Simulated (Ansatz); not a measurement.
# NH3 (ammonia) at CCSD(T)/6-31G

Aim: the energy change on altering one bond length of NH3 (ammonia) at CCSD(T)/6-31G, from 2 runs. 

The calculation is run with Ansatz 0.2.0.

48 further runs of the same task are left out: 48 set aside as unsound or not needed.

## Step 1: The structure to begin with

The species is NH3 (4 atoms), meant as a singlet with charge 0. SMILES: `N`. Geometry: relaxed at PBE0-D4/def2-TZVP.

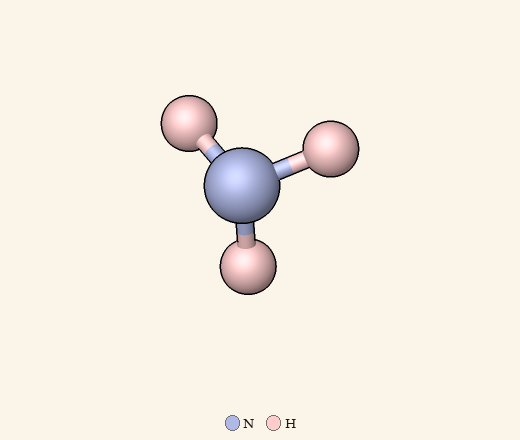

Viewed from a chosen angle; nitrogen light blue, hydrogen pink.

## Step 2: A single-point energy at CCSD(T)/6-31G

job.yaml reads:

```yaml
crystal:
  periodic: [false, false, false]
  atoms:
    - {symbol: "N", position_ang: [-0.069910, 0.249470, 0.110930]}
    - {symbol: H, position_ang: [0.490470, -0.301820, 0.749180]}
    - {symbol: H, position_ang: [-0.887480, -0.301940, -0.118910]}
    - {symbol: H, position_ang: [0.466920, 0.354280, -0.741200]}
basis:
  gaussian: {orbitals: 6-31G}
correlation: {method: ccsd_t, frozen_orbitals: {H: 0, "N": 1}}
accuracy: high
scf: {omitted_lower_state_checks: [cluster_reference, increment]}
```

Launch:

```
$ ansatz run job.yaml --threads 1 --pin off --max-ram 3480MiB --events-out events.jsonl --progress --plain --runs-dir runs
```

Output, cut to the lines that bear on the results:

```text
Warning: RAYON_NUM_THREADS=1 ignored (pool sized by the plan → 1); use --threads N
Functional definition: HF
  name "HF"
[...]
351 factors; integrals over basis functions are off by at most 8.1e-9 eV
[...]
mean field -1528.22837851 eV, -56.1613570397 hartree, gradient 2.1e-8 eV, S^2 0.000000; 0 other end points of the search recorded, 0 dependent functions left out
1 core orbitals not correlated: weight in the atoms' cores, before any rotation towards them, 1.000 or more for the frozen orbitals, at most 0.000 for the correlated occupied ones
reference -1528.22837851 eV, -56.1613570397 hartree; 4, 4 occupied and 10, 10 virtual orbitals, 351 factors
second order -3.15085813 eV of doubles, -0.00000000 eV of singles
cycle   1  -3.36378679 eV  change   -2.1e-1 eV  update   3.6e-2
[...]
cycle  16  -3.49980435 eV  change  -5.7e-10 eV  update  5.3e-10
perturbative correction -0.03860232 eV, -0.0014186091 hartree
Total energy: -1531.76678518 eV, -56.2913910866 hartree
Checks for a lower state left out: cluster_reference, increment
```

It took 0.1 s on 1 thread of Intel Xeon 6975P-C (Granite Rapids), shared host.

## Step 3: The distorted shape, same level

input.yaml reads:

```yaml
crystal:
  periodic: [false, false, false]
  atoms:
    - {symbol: "N", position_ang: [-0.209994, 0.387282, -0.048620]}
    - {symbol: H, position_ang: [0.490470, -0.301820, 0.749180]}
    - {symbol: H, position_ang: [-1.027564, -0.164128, -0.278460]}
    - {symbol: H, position_ang: [0.326836, 0.492092, -0.900750]}
basis:
  gaussian:
    orbitals: 6-31G
correlation:
  method: ccsd_t
  frozen_orbitals: {H: 0, "N": 1}
accuracy: high
scf:
  omitted_lower_state_checks: [cluster_reference, increment]
```

Launch:

```
$ ansatz run input.yaml --threads 1 --pin off --max-ram 3480MiB --events-out events.jsonl --progress --plain --runs-dir runs
```

Output, cut to the lines that bear on the results:

```text
Warning: RAYON_NUM_THREADS=1 ignored (pool sized by the plan → 1); use --threads N
[... 2 set-up lines as earlier in the session ...]
[...]
350 factors; integrals over basis functions are off by at most 1.2e-8 eV
[...]
mean field -1527.22637289 eV, -56.1245340126 hartree, gradient 4.8e-8 eV, S^2 0.000000; 0 other end points of the search recorded, 0 dependent functions left out
1 core orbitals not correlated: weight in the atoms' cores, before any rotation towards them, 1.000 or more for the frozen orbitals, at most 0.000 for the correlated occupied ones
reference -1527.22637289 eV, -56.1245340126 hartree; 4, 4 occupied and 10, 10 virtual orbitals, 350 factors
second order -3.35220559 eV of doubles, -0.00000000 eV of singles
cycle   1  -3.56651924 eV  change   -2.1e-1 eV  update   4.5e-2
[...]
cycle  22  -3.75166386 eV  change  -4.0e-10 eV  update  1.4e-10
perturbative correction -0.05260848 eV, -0.0019333259 hartree
Total energy: -1531.03064523 eV, -56.2643384424 hartree
Checks for a lower state left out: cluster_reference, increment
```

Run time: 0.1 s. Hardware: 1 thread of Intel Xeon 6975P-C (Granite Rapids), shared host.

## Step 4: What came out

At CCSD(T)/6-31G, 1 core orbital frozen:

| quantity | value |
| --- | --- |
| first shape: total energy | -56.29139 Eh |
| first shape: correlation energy (1 core orbital frozen) | -130.0 mEh |
| first shape: (T) correction | -1.42 mEh |
| first shape: T1 diagnostic | 0.006 |
| distorted shape: total energy | -56.26434 Eh |
| distorted shape: correlation energy (1 core orbital frozen) | -139.8 mEh |
| distorted shape: (T) correction | -1.93 mEh |
| distorted shape: T1 diagnostic | 0.008 |
| energy change with the N1–H2 bond stretched from 1.013 to 1.266 Å | 0.736 eV |

**Reading.** With the N1–H2 bond stretched from 1.013 to 1.266 Å the energy rises by 0.74 eV (17.0 kcal/mol). The first shape isn't relaxed at this level, so the change isn't measured from a minimum. The triples (first shape) make up 1.1 % of the correlation energy. The triples (distorted shape) make up 1.4 % of the correlation energy.
